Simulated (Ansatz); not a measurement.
# AlBH5NO (SMILES B[NH][AlH][OH]): what the fields show

```xyz
9

B    -0.2891    1.5746   -0.9216
N    -0.3792    0.6729    0.1542
Al    0.3705   -0.9896    0.1757
O     0.0793   -1.8547    1.6432
H     0.3256    1.2403   -1.9101
H    -0.8141    2.6623   -0.8629
H    -0.9045    0.9899    0.9682
H     1.1968   -1.5503   -1.0428
H     0.4147   -2.7454    1.7961
```

Level of theory: RKS B3LYP-D4/cc-pVDZ (Ansatz 0.2.0).

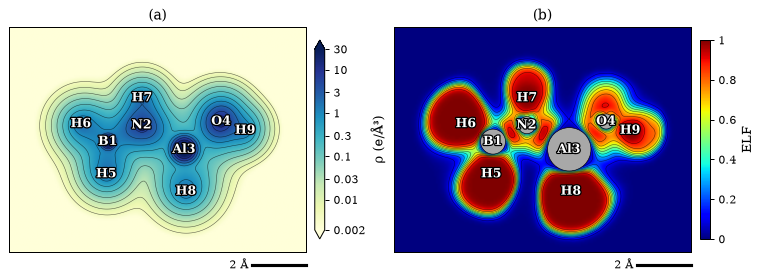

Figure 1. (a) total electron density; (b) ELF on the molecular plane. Grey discs cover the atomic cores in the ELF map.

Interpret the plot.

Answer. The plane passes through B, N, Al, O and H nuclei. B–N (1.41 Å): the density is about 1.9 e/Å³ at the midpoint; the ELF peaks at about 0.95 between the atoms: a shared but strongly polarised pair. Al–O (1.73 Å): the density is about 0.74 e/Å³ at the midpoint; the ELF peaks at about 0.90 in the valence shell of O, 0.6 Å from its nucleus, and is about 0.35 at the midpoint. Al–N (1.82 Å): ρ at the midpoint is about 0.73 e/Å³; the ELF peaks at about 0.95 in the valence shell of N, 0.7 Å from its nucleus, and is about 0.65 at the midpoint. O–H (0.96 Å): ρ is about 3.6 e/Å³ halfway; the ELF climbs to about 1 towards the hydrogen, as it does in any bond to H (an ordinary covalent bond to hydrogen). N–H (1.02 Å): the density is about 2.8 e/Å³ at the midpoint; the ELF climbs to about 1 towards the hydrogen: a covalent bond by its length. The ELF also peaks beside O4, away from the bonds: lone-pair regions.

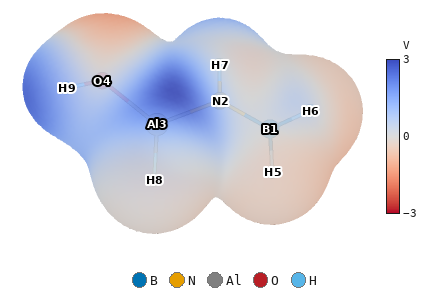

Figure 2. The electrostatic potential painted on the density surface at 0.002 e/bohr³, seen at a tilt; the colour scale runs from red (negative) to blue (positive).

Which sites attract a positive test charge, and which a negative one?

Answer. A positive charge is drawn to the negative regions and a negative charge to the positive ones. The most negative region (about −1.4 V) lies over O4, the most positive (about +2.9 V) over Al3. O4 is the likeliest acceptor of a hydrogen bond.

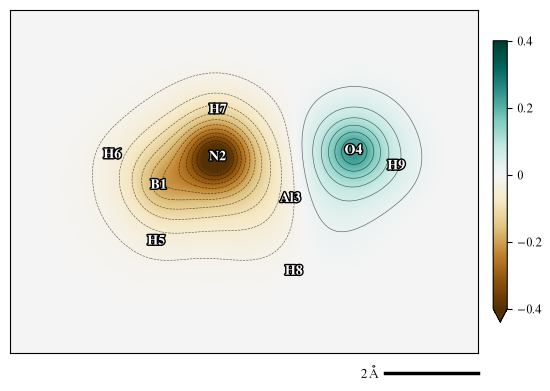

Figure 3. The HOMO on a plane 0.8 Å above the molecular plane (values in Å⁻³ᐟ²; the overall sign is arbitrary).

What is the character of this orbital?

Answer. By Hirshfeld shares it lies mainly on N2 (about 55 %), O4 (about 15 %) and B1 (about 15 %); it changes sign across the molecular plane (π type); π-antibonding (a node) across Al3–O4. Its energy is −8.20 eV.
